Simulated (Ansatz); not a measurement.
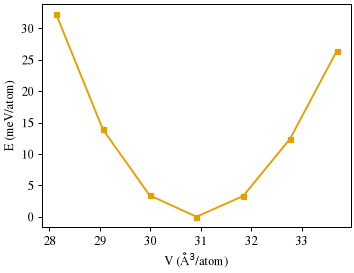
Fig. 1. Zr (diamond, space group No. 227) under volume change, PBE (plane waves, PAW; program Ansatz), scaled uniformly.

Question: What does a third-order Birch–Murnaghan fit give for V₀, B₀ and B′?

Answer: V₀ = 30.91 Å³/atom, B₀ = 36.8 GPa, B′ = 2.8.

Space group Fd-3m (diamond). The start of the workflow was typed in or built on a structure type; neither database checked (COD, Materials Project) lists it. It is not the phase usual at ambient conditions (space group No. 194). Symmetry was held in the PBE relaxation; its stability against distortions is not shown here. No spin polarisation was allowed. The volume moved by -16 % from the start of the relaxation.

Potentials: the earlier of the program's two PAW sets.
